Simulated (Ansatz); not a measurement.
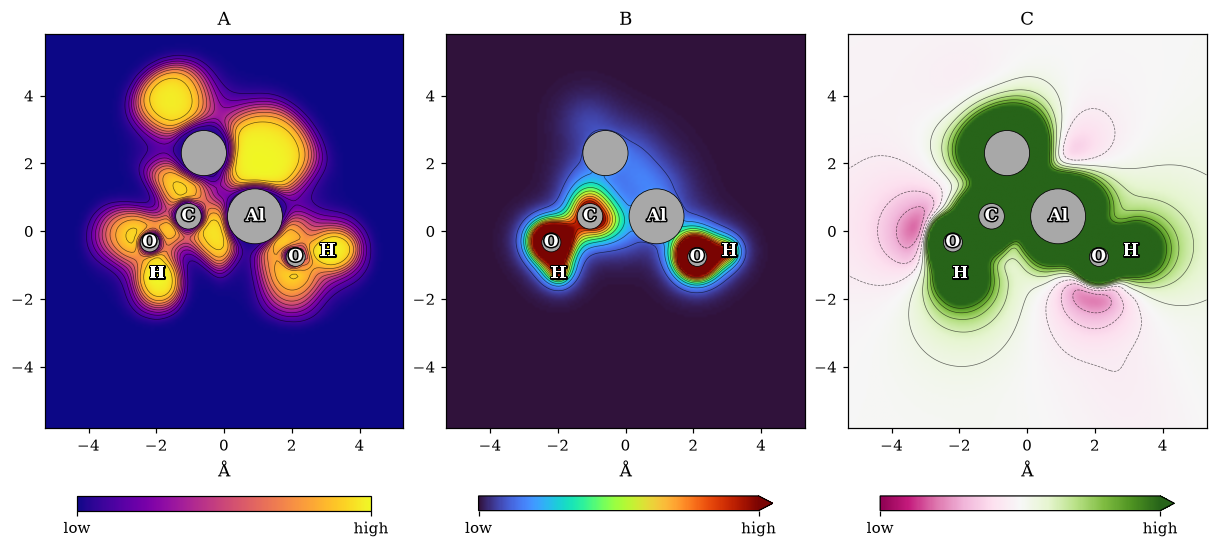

CH4Al2O2 (SMILES O[CH]1[AlH][Al]1[OH]): 3 fields on the plane of atoms C2, Al4 and O5, with unlabelled colour scales. Grey discs cover the atomic cores.

Geometry: PBE0-D4/def2-TZVP.

Theory: RKS PBE0-D4/def2-TZVPP (Ansatz).

```xyz
9

O     1.5276    0.0505   -1.5273
C     0.6989   -0.1904   -0.4478
Al    0.0178   -1.8292    0.4190
Al   -0.8364    0.4535    0.5918
O    -1.7537    1.8807    0.6244
H     1.4902    0.9843   -1.7510
H     1.2349   -0.0514    0.5819
H     0.1748   -3.4085    0.2567
H    -2.4656    2.0644    1.2351
```

Match the panels to the quantities (electron density, electron localisation function and electrostatic potential).

Panel A: electron localisation function. Panel B: electron density. Panel C: electrostatic potential (strongly positive close to the atoms, with negative regions outside electron-rich atoms). From the grid: C–O (1.38 Å): ρ at the midpoint is about 2.2 e/Å³, with its minimum of 1.9 e/Å³ about 0.5 Å from C; the ELF peaks at about 0.85 between the atoms, as expected for a shared but strongly polarised pair. Al–O (1.70 Å): the density is about 0.89 e/Å³ at the midpoint; the ELF peaks at about 0.90 in the valence shell of O, 0.6 Å from its nucleus, and is about 0.45 at the midpoint.
